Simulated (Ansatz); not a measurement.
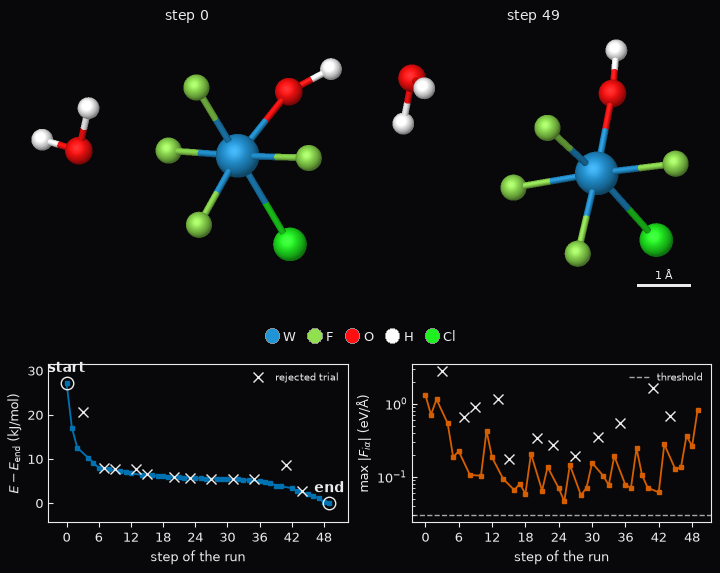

First and last geometry of a relaxation of WH₃O₂ClF₄, with the history of the run. Style: ball-and-stick. Shown at a tilt.

The run prepares an end point of a later path (reaction) calculation, from a guessed geometry.

The calculation used Ansatz 0.2.0, RHF/def2-SVP. Settings: no spin polarisation; force threshold 0.03 eV/Å; at most 50 steps.

Read the history and describe the run.

The relaxation stopped without meeting its thresholds, so the last structure isn't shown to be converged. It used up its limit of 50 steps. The largest move after the best rigid fit is that of an O atom, 1.52 Å. Largest moves by element: O 1.52 Å, H 1.22 Å, F 0.90 Å, W 0.45 Å, Cl 0.43 Å. Some distances before and after: O–W 3.156 → 3.991 Å, Cl–W 2.317 → 2.296 Å, O–W 1.811 → 1.795 Å, F–W 1.849 → 1.834 Å. Among the angles between lasting bonds that change: W–O–H 153.5° → 174.8°, F–W–F 97.2° → 86.9°, F–W–O 171.1° → 177.6°. Over 37 accepted moves (49 points after the start) the energy falls by 27.2 kJ/mol. Largest force component: 1.3 eV/Å at the start, 0.83 eV/Å at the end. The line search rejected the trial steps at points 3, 7, 9, 13, 15, 20, 23, 27 and more of the run.

Limits of the set-up: Hartree-Fock leaves out electron correlation.
